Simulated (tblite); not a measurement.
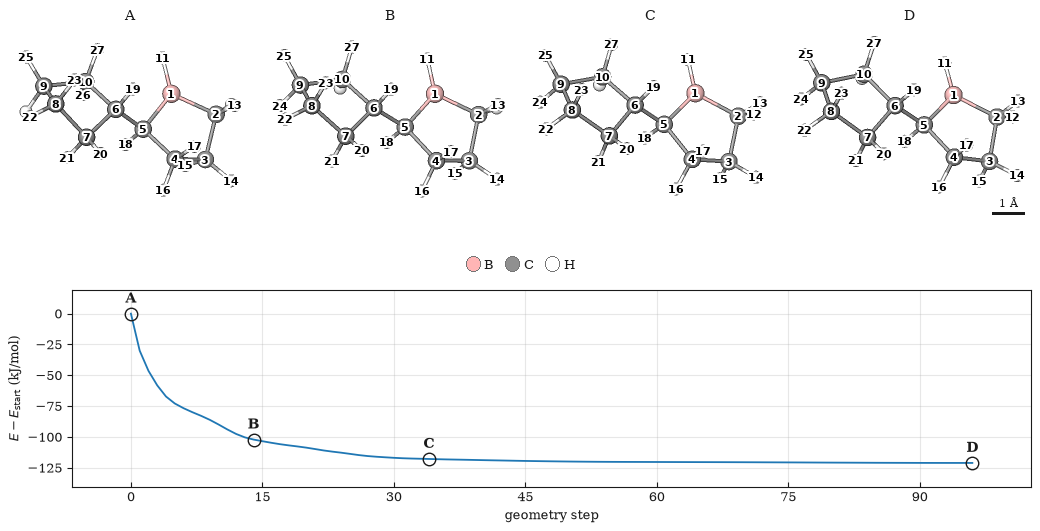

Frames of a relaxation of C$_{9}$H$_{17}$B, marked on the history of the run. The picture is a ball-and-stick view, seen at a tilt.

The calculation used GFN2-xTB geometry optimisation, gas phase in tblite. 

Q: Describe the path.

A: The largest move after the best rigid fit is that of H15, 0.72 Å. Largest moves by element: H 0.72 Å, B 0.28 Å, C 0.28 Å. Among the contacts that change: C4–C5 1.494 → 1.543 Å, C2–C3 1.498 → 1.537 Å, C4–H17 1.131 → 1.092 Å, C5–C6 1.494 → 1.532 Å. Bond angles that change, for instance: B1–C5–C6 107.7° → 118.5°, H22–C8–H23 116.0° → 108.4°, C5–C6–C10 105.8° → 113.3°. Groups turn about C3–C4 by about 20°. After 96 geometry steps the energy has fallen by 121.1 kJ/mol. Cost: 0.92 s on 1 thread of Arm Neoverse V1 (shared host). From step 0 to 14: H15 moves most (0.40 Å), energy −102.1 kJ/mol. From step 14 to 34: H14 moves most (0.39 Å), energy −15.7 kJ/mol. From step 34 to 96: H atoms move most (0.27 Å), energy −3.22 kJ/mol.

```csv
step,"E − E(0), kJ/mol"
0,0.00
1,-30.03
2,-46.37
3,-58.15
4,-67.19
5,-72.84
6,-76.67
7,-79.89
8,-82.85
9,-86.12
10,-89.90
15,-103.44
19,-107.69
24,-112.76
28,-116.03
33,-117.66
37,-118.34
42,-119.04
46,-119.55
51,-120.00
55,-120.20
60,-120.30
64,-120.38
69,-120.47
73,-120.57
78,-120.73
82,-120.85
87,-120.97
91,-121.04
96,-121.07
```
